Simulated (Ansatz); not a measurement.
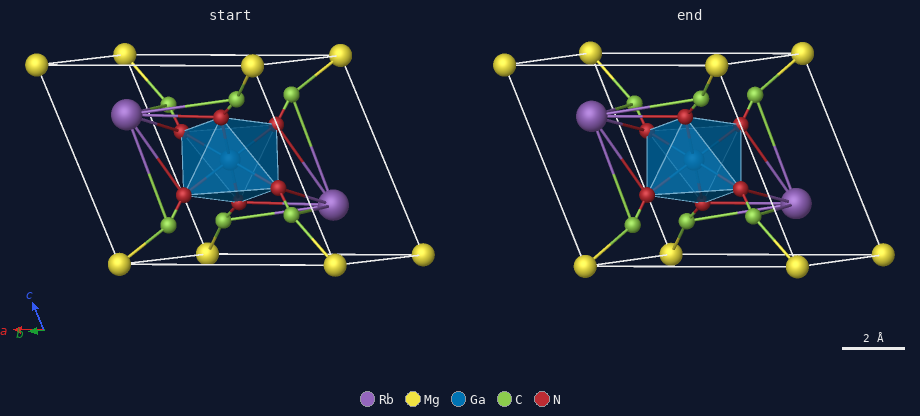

The structure of solid Rb2MgGaC6N6 (a generated structure, set up in P-1) (coarse preliminary run) before (left) and after (right) a relaxation, at one scale.

Style: polyhedral. Shown: the cell of the calculation, from a free direction.

Level of theory: DFT PBE, scalar-relativistic, plane waves, PAW (Ansatz 0.2.0). Set-up: plane-wave cutoff 420 eV; k-point mesh 4 × 4 × 4; occupations gaussian; smearing width 0.1 eV; no spin polarisation; cell and atoms relaxed; force threshold 0.04 eV/Å; at most 70 steps.

> Describe what moved and what it gained.

The largest moves relative to the cell, 0.066 Å, are those of Rb atoms. By element the largest moves are Rb 0.066 Å, N 0.060 Å, C 0.056 Å. Ga and Mg stay in place. The volume changes by −0.1 %, with a 7.074 → 6.953 Å (−1.7 %), b 7.253 → 7.246 Å (−0.1 %), c 7.341 → 7.362 Å (+0.3 %), α 69.5° → 70.7°, β 68.4° → 69.1°, γ 67.3° → 68.1°. Among the contacts that change: C–Rb 3.820 → 3.922 Å, C–Rb 3.558 → 3.458 Å, C–Rb 3.509 → 3.430 Å, C–Rb 3.525 → 3.602 Å. Bond angles that change, for instance: Rb–N–C 86.5° → 90.4°, Rb–C–Mg 89.4° → 85.6°, Rb–C–N 74.5° → 70.8°. The space group stays P-1 (No. 2). The energy falls by 1.4 meV per atom in 3 accepted moves (4 points after the start). The largest force component goes from 0.15 to 0.039 eV/Å. Pressure: 0.12 GPa at the start and −0.01 GPa at the end. The SCF was repeated once at an unchanged geometry on a basis and grid sized afresh for the cell, which shifted the energy by 0.1 meV per atom at most.
